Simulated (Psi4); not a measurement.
# C4F6 (hexafluoro-1,3-butadiene) at HF/STO-3G

Aim: the vertical ionisation energy of C4F6 (hexafluoro-1,3-butadiene) at HF/STO-3G, from 2 runs. 

Program for the calculation: Psi4 1.11.

## 1. The system as given

C4F6 has 10 atoms, charge 0, and is taken as a singlet. As SMILES, `FC(F)=C(F)C(F)=C(F)F`. Geometry: relaxed at PBE0-D4/def2-TZVP. This is one conformer, not always the lowest.

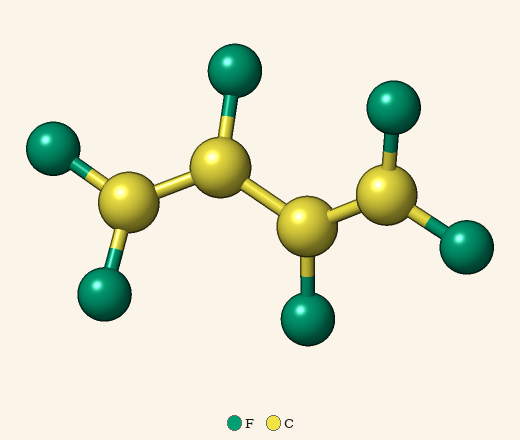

Viewed from a chosen angle; fluorine teal, carbon yellow.

## 2. Energy and gradient at HF/STO-3G

calc.inp reads:

```
memory 2.2 GB

molecule {
  0 1
  F
  C 1 r2
  F 2 r3 1 a3
  C 2 r4 1 a4 3 d4
  F 4 r5 2 a5 1 d5
  C 4 r6 2 a6 1 d6
  F 6 r7 4 a7 2 d7
  C 6 r8 7 a8 4 d8
  F 8 r9 6 a9 7 d9
  F 8 r10 9 a10 6 d10

  r2 = 1.304684
  r3 = 1.305356
  a3 = 112.32866
  r4 = 1.330511
  a4 = 123.67031
  d4 = 179.26539
  r5 = 1.337332
  a5 = 118.08758
  d5 = 3.42678
  r6 = 1.448645
  a6 = 125.05458
  d6 = -174.60949
  r7 = 1.337337
  a7 = 116.83114
  d7 = 32.77256
  r8 = 1.330504
  a8 = 118.08561
  d8 = -178.19974
  r9 = 1.305364
  a9 = 123.99728
  d9 = -177.39507
  r10 = 1.304674
  a10 = 112.32817
  d10 = 179.25987
  symmetry c1
  no_reorient
  no_com
}

set globals {
  basis STO-3G
  reference rhf
  puream true
  e_convergence 1e-09
  d_convergence 1e-08
  scf_type pk
}

e_tot, wfn = gradient("scf", return_wfn=True)
oeprop(wfn, "LOWDIN_CHARGES", "MAYER_INDICES", "QUADRUPOLE", title="SCF")
```

The run is started by

```
$ psi4 -i calc.inp -o calc.out -n 1
```

calc.out:

```text
[...]
  Running in c1 symmetry.
[...]
  Nuclear repulsion =  564.449344979433818
[...]
  Multiplicity = 1
[...]
  Nalpha       = 39
  Nbeta        = 39
[...]
    Number of basis functions: 50
[...]
   @RHF iter   1:  -737.47855410628847   -3.47387e+00   1.20034e-02 ADIIS/DIIS
[...]
   @RHF iter  11:  -737.75161902452260   -1.02318e-12   6.11874e-09 DIIS
[...]
    Orbital Energies [Eh]
    ---------------------
    Doubly Occupied:
       1A    -26.021999     2A    -26.021996     3A    -26.021104
       4A    -26.021099     5A    -25.982613     6A    -25.982596
       7A    -11.214371     8A    -11.214365     9A    -11.124482
      10A    -11.124341    11A     -1.615790    12A     -1.614775
      13A     -1.547860    14A     -1.545788    15A     -1.539267
      16A     -1.531632    17A     -1.047853    18A     -0.975824
      19A     -0.802054    20A     -0.742060    21A     -0.713476
      22A     -0.682503    23A     -0.670989    24A     -0.652364
      25A     -0.651629    26A     -0.627696    27A     -0.574650
      28A     -0.566342    29A     -0.545189    30A     -0.540240
      31A     -0.531370    32A     -0.530800    33A     -0.517146
      34A     -0.509943    35A     -0.509713    36A     -0.489087
[...]
  @RHF Final Energy:  -737.75161902452260
   => Energetics <=
    Nuclear Repulsion Energy =            564.4493449794338176
    One-Electron Energy =               -2156.3746340047009653
    Two-Electron Energy =                 854.1736700007445506
    Total Energy =                       -737.7516190245225971
[...]
  -Total Gradient:
     Atom            X                  Y                   Z
    ------   -----------------  -----------------  -----------------
       1        0.001513991837    -0.001894512663     0.059909987980
       2       -0.000910576836    -0.035814448197    -0.033849876049
       3       -0.001427982620     0.053622008572    -0.023658762300
       4        0.004447686495     0.013288072759     0.021848046172
       5        0.001781401170    -0.035154092058     0.016689462449
       6        0.007851540274    -0.009344233400    -0.022901179213
       7       -0.021396152710     0.028883618747    -0.015006411788
       8       -0.016132028677     0.030343881798     0.035322824961
       9        0.033391343000    -0.043396906337     0.020919691376
      10       -0.009119221932    -0.000533389220    -0.059273783590
[...]
 Multipole Moments:
 ------------------------------------------------------------------------------------
     Multipole            Electronic (a.u.)      Nuclear  (a.u.)        Total (a.u.)
 ------------------------------------------------------------------------------------
 L = 1.  Multiply by 2.5417464519 to convert [e a0] to [Debye]
 Dipole X            :         -0.1362246            0.0474612           -0.0887633
 Dipole Y            :         -0.0435536            0.0151731           -0.0283805
 Dipole Z            :          0.0116610           -0.0040757            0.0075853
 Magnitude           :                                                    0.0934982
 L = 2.  Multiply by 1.3450342976 to convert [e a0^2] to [Debye ang]
 Quadrupole XX       :       -104.5296972           71.7869936          -32.7427037
 Quadrupole XY       :        117.3477184         -116.3791472            0.9685712
[...]
```

Wall time 3.6 s (1 thread of AMD EPYC 7R43 (Zen 3), shared host); peak memory 0.19 GiB.

## 3. The doublet cation at the same level

job.py reads:

```python
import psi4

psi4.set_memory('2200 MB')
psi4.set_num_threads(1)
psi4.set_output_file('psi4.out', False)

mol = psi4.geometry("""
1 2
F
C 1 1.304684
F 2 1.305356 1 112.32866
C 2 1.330511 1 123.67031 3 179.26539
F 4 1.337332 2 118.08758 1 3.42678
C 4 1.448645 2 125.05458 1 -174.60949
F 6 1.337337 4 116.83114 2 32.77256
C 6 1.330504 7 118.08561 4 -178.19974
F 8 1.305364 6 123.99728 7 -177.39507
F 8 1.304674 9 112.32817 6 179.25987
symmetry c1
""")

psi4.set_options(dict(reference='uhf', puream=True, e_convergence=1e-09, d_convergence=1e-08, scf_type='pk', maxiter=100))

e, wfn = psi4.gradient('scf/STO-3G', return_wfn=True)
psi4.oeprop(wfn, 'QUADRUPOLE', 'MAYER_INDICES', 'LOWDIN_CHARGES', title='SCF')
print('gradient / Eh bohr^-1')
print(e.np.round(6))
print(f'energy = {wfn.energy():.10f} Eh')
for k, v in sorted(psi4.core.scalar_variables().items()):
    print(f'{k:45s} {v:18.10f}')
```

The run is started by

```
$ python job.py
```

psi4.out, cut to the lines that bear on the results:

```text
[...]
  Running in c1 symmetry.
[...]
  Nuclear repulsion =  564.449344979433704
[...]
  Multiplicity = 2
[...]
  Nalpha       = 39
  Nbeta        = 38
[...]
    Number of basis functions: 50
[...]
   @UHF iter   1:  -737.13834178022375   -3.13365e+00   1.43482e-02 DIIS/ADIIS
[...]
   @UHF iter  15:  -737.52659709975921   -4.66116e-12   7.86417e-09 DIIS
[...]
   @S^2 Observed:                8.055426781E-01
[...]
  @UHF Final Energy:  -737.52659709975921
   => Energetics <=
    Nuclear Repulsion Energy =            564.4493449794337039
    One-Electron Energy =               -2135.6727648761284399
    Two-Electron Energy =                 833.6968227969356349
    Total Energy =                       -737.5265970997592149
  UHF NO Occupations:
  HONO-2 :   37  A 1.9997127
  HONO-1 :   38  A 1.9730659
[...]
  -Total Gradient:
     Atom            X                  Y                   Z
    ------   -----------------  -----------------  -----------------
       1        0.002864023521    -0.007179107143     0.025881343936
       2       -0.009558526555     0.078916352401     0.042891277092
       3       -0.000063427099     0.022240076472    -0.015912163643
       4        0.001291156547    -0.093352398293    -0.069230952587
       5        0.009399778092    -0.014914237752     0.008970638134
       6       -0.042072294535     0.080326590776     0.072719612811
       7       -0.002430939747     0.017141532229    -0.009562283538
       8        0.031188102215    -0.072021905670    -0.044729442815
       9        0.015213035057    -0.017389885093     0.014613198149
      10       -0.005830907497     0.006232982078    -0.025641227538
[...]
 Multipole Moments:
[...]
```

On the terminal:

```text
gradient / Eh bohr^-1
[[ 2.8640e-03 -7.1790e-03  2.5881e-02]
 [-9.5590e-03  7.8916e-02  4.2891e-02]
 [-6.3000e-05  2.2240e-02 -1.5912e-02]
 [ 1.2910e-03 -9.3352e-02 -6.9231e-02]
 [ 9.4000e-03 -1.4914e-02  8.9710e-03]
 [-4.2072e-02  8.0327e-02  7.2720e-02]
 [-2.4310e-03  1.7142e-02 -9.5620e-03]
 [ 3.1188e-02 -7.2022e-02 -4.4729e-02]
 [ 1.5213e-02 -1.7390e-02  1.4613e-02]
 [-5.8310e-03  6.2330e-03 -2.5641e-02]]
energy = -737.5265970998 Eh
CURRENT ENERGY                                   -737.5265970998
CURRENT REFERENCE ENERGY                         -737.5265970998
DD SOLVATION ENERGY                                 0.0000000000
HF KINETIC ENERGY                                 726.6502760974
HF POTENTIAL ENERGY                             -1464.1768731971
HF TOTAL ENERGY                                  -737.5265970998
HF VIRIAL RATIO                                     2.0149677518
NUCLEAR REPULSION ENERGY                          564.4493449794
ONE-ELECTRON ENERGY                             -2135.6727648761
PCM POLARIZATION ENERGY                             0.0000000000
PE ENERGY                                           0.0000000000
SCF ITERATION ENERGY                             -737.5265970998
SCF ITERATIONS                                     15.0000000000
SCF TOTAL ENERGY                                 -737.5265970998
TWO-ELECTRON ENERGY                               833.6968227969
```

It took 3.6 s on 1 thread of AMD EPYC 7R43 (Zen 3), shared host; peak memory 0.18 GiB.

## 4. Outcome

Level: HF/STO-3G.

```
                                          quantity          value
                        singlet C4F6: total energy  -737.75162 Eh
                       singlet C4F6: dipole moment         0.24 D
                         singlet C4F6: HOMO energy       -6.59 eV
                         singlet C4F6: LUMO energy        6.28 eV
                       singlet C4F6: HOMO–LUMO gap       12.87 eV
            singlet C4F6: largest force on an atom     3.084 eV/Å
                      doublet cation: total energy  -737.52660 Eh
doublet cation: HOMO energy (highest over α and β)      -14.44 eV
 doublet cation: LUMO energy (lowest over α and β)       -5.65 eV
                              doublet cation: ⟨S²⟩          0.806
          doublet cation: largest force on an atom     5.977 eV/Å
vertical ionisation energy (to the doublet cation)       6.123 eV
```

**Reading.** The vertical ionisation energy comes to 6.12 eV (141 kcal/mol). The largest force (singlet C4F6) is 3.08 eV/Å: the shape isn't a stationary point for this species at this level. The negative HOMO energy of the first species, 6.59 eV, lies 0.47 eV above that difference. In a minimal basis such a difference can be off by several eV, whatever the method.
